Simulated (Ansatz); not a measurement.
# Calculations on CH$_{9}$NSi

### Relaxation

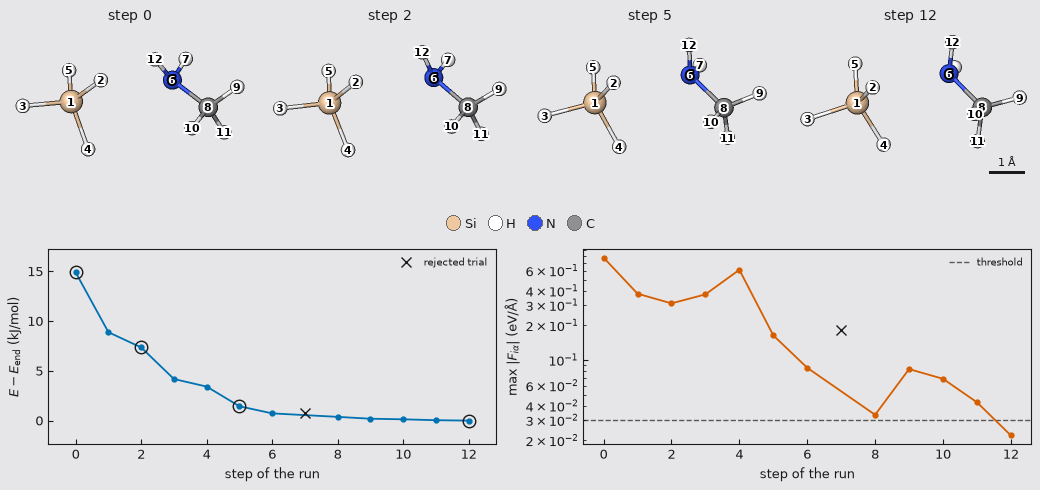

Frames of a relaxation of CH9NSi, marked on the history of the run. Style: ball-and-stick. Shown at a tilt.

The run prepares an end point of a later path (reaction) calculation, from a guessed geometry.

Theory: RKS PBE-D4/def2-SVP (Ansatz). (no spin polarisation; force threshold 0.03 eV/Å; at most 50 steps)

**What happens along the run?**

After 11 accepted moves (12 points after the start) the energy has fallen by 14.9 kJ/mol. The largest force component goes from 0.78 to 0.022 eV/Å. The line search rejected the trial step at point 7 of the run. The atom that moves furthest after the best rigid fit is H11 (0.84 Å). By element the largest moves are H 0.84 Å, N 0.27 Å, Si 0.18 Å, C 0.18 Å. Among the contacts that change: Si1–N6 3.018 → 2.785 Å, Si1–H2 1.476 → 1.503 Å, N6–H12 1.044 → 1.028 Å, Si1–H3 1.508 → 1.519 Å. Among the angles between lasting bonds that change: H2–Si1–H5 109.7° → 113.2°, H2–Si1–H3 107.8° → 105.4°, H7–N6–H12 108.6° → 106.3°. The run took 21 s on 2 threads of Intel(R) Xeon(R) Platinum 8259CL CPU @ 2.50GHz (Skylake/Cascade Lake), with other jobs on the host, peak memory 0.14 GiB. From step 0 to 2: H12 moves most (0.29 Å), energy −7.54 kJ/mol. From step 2 to 5: H11 moves most (0.41 Å), energy −5.91 kJ/mol. From step 5 to 12: H11 moves most (0.37 Å), energy −1.44 kJ/mol.

### Relaxation

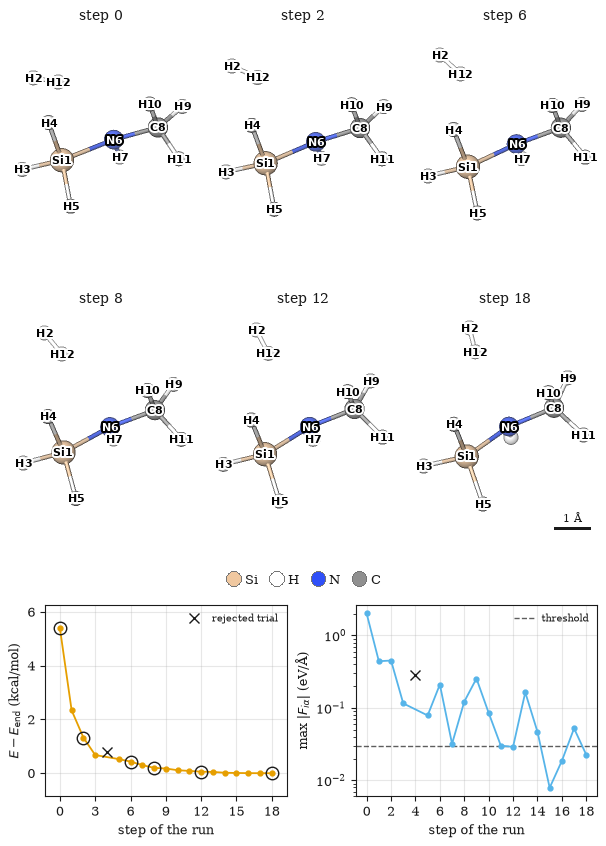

Frames of a relaxation of CH$_{9}$NSi, marked on the history of the run. Style: ball-and-stick. Shown at a tilt.

The run prepares an end point of a later path (reaction) calculation, from a guessed geometry.

Computed with Ansatz 0.2.0, RKS PBE-D4/def2-SVP.

Input
```yaml
crystal:
  periodic: [false, false, false]
  atoms:
    - { symbol: Si, position_ang: [-0.54205, 0.078443, -0.146598] }
    - { symbol: H, position_ang: [0.926039, -0.028488, 2.083012] }
    - { symbol: H, position_ang: [0.369794, -1.113349, -0.179478] }
    - { symbol: H, position_ang: [0.204826, 1.352544, 0.125981] }
    - { symbol: H, position_ang: [-1.16281, 0.228581, -1.520582] }
    - { symbol: "N", position_ang: [-1.744192, -0.16214, 1.161588] }
    - { symbol: H, position_ang: [-2.100326, -1.119727, 1.235573] }
    - { symbol: C, position_ang: [-2.757106, 0.84411, 1.434867] }
    - { symbol: H, position_ang: [-3.229751, 0.667818, 2.425582] }
    - { symbol: H, position_ang: [-2.283489, 1.848109, 1.484293] }
    - { symbol: H, position_ang: [-3.580367, 0.910423, 0.680194] }
    - { symbol: H, position_ang: [0.231532, -0.108824, 2.267968] }
basis:
  gaussian: { orbitals: def2-SVP }
hamiltonian:
  xc: pbe
  dispersion: d4
relax:
  f_tol: 0.03
  max_steps: 50
```

Launched with:
```bash
ansatz run input.yaml --threads 2 --pin off --max-ram 3072MiB --backend cpu --events-out ev --progress --plain --runs-dir out
```

What happens along the run?

After 17 accepted moves (18 points after the start) the energy has fallen by 5.40 kcal/mol. The largest force component goes from 2 to 0.023 eV/Å. The line search rejected the trial step at point 4 of the run. The forces were under the threshold at step 12, but the run went on from there. The atom that moves furthest after the best rigid fit is H2 (1.58 Å). By element the largest moves are H 1.58 Å, Si 0.46 Å, N 0.33 Å, C 0.23 Å. Some distances before and after: H2–H12 0.723 → 0.774 Å, Si1–N6 1.793 → 1.750 Å. Among the angles between lasting bonds that change: Si1–N6–C8 120.8° → 123.3°, H5–Si1–N6 113.6° → 115.9°. From step 0 to 2: H2 moves most (0.38 Å), energy −4.08 kcal/mol. From step 2 to 6: H2 moves most (0.39 Å), energy −0.89 kcal/mol. From step 6 to 8: H2 moves most (0.33 Å), energy −0.23 kcal/mol. From step 8 to 12: H2 moves most (0.31 Å), energy −0.14 kcal/mol. From step 12 to 18: H2 moves most (0.35 Å), energy −0.06 kcal/mol.

Limits of the set-up: the start holds two separate molecules, 2.3 Å apart at their closest, whose relative position is a soft coordinate.

### Path

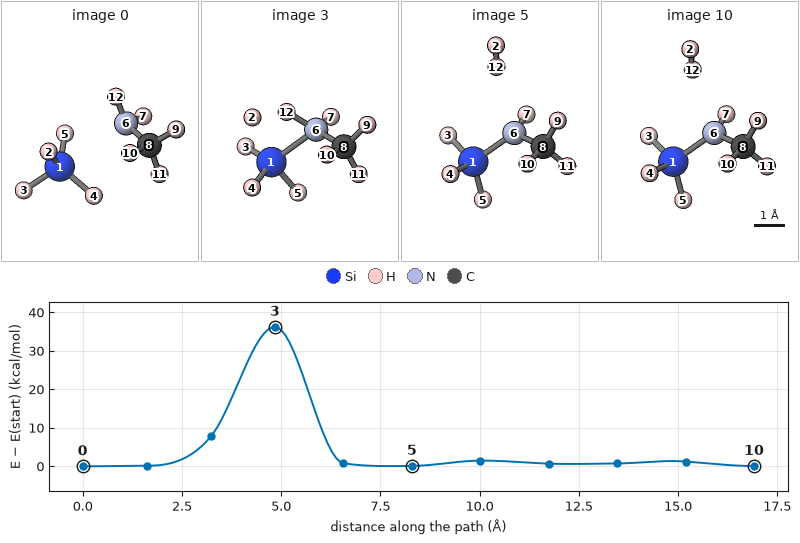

A search for the minimum-energy path of CH₉NSi, made up at the start of SiH4 and CH5N by the nudged elastic band. Images are numbered from 0 (start) to 10 (end). A ball-and-stick model, seen at a tilt.

Level of theory: Ansatz 0.2.0, RKS PBE-D4/def2-SVP. Settings: 9 movable images; climbing image; force threshold 0.03 eV/Å; iteration limit 60; starting path through a guess of the saddle point.

Q: Read off the barrier and say what moves.

A: The path has more than one stage, and so few images may leave a stage unresolved. Breaking: N6–H12 (1.03 → 1.22 at the top → 2.48 Å), Si1–H2 (1.50 → 1.91 at the top → 4.27 Å). Forming: H2–H12 (2.91 → 1.16 at the top → 0.77 Å), Si1–N6 (2.78 → 1.93 at the top → 1.75 Å). The barrier is about 36.3 kcal/mol in both directions, with image 3 at the top; the ends have nearly the same energy. The band converged in 32 iterations. The largest component of the band force went from 11 to 0.026 eV/Å. The climbing image converged on the top of the path. Its vibrational analysis gives one imaginary mode (1222i cm⁻¹), as a transition state must have.

Limits of the set-up: the start holds two separate molecules, 2.7 Å apart at their closest, whose relative position is a soft coordinate.
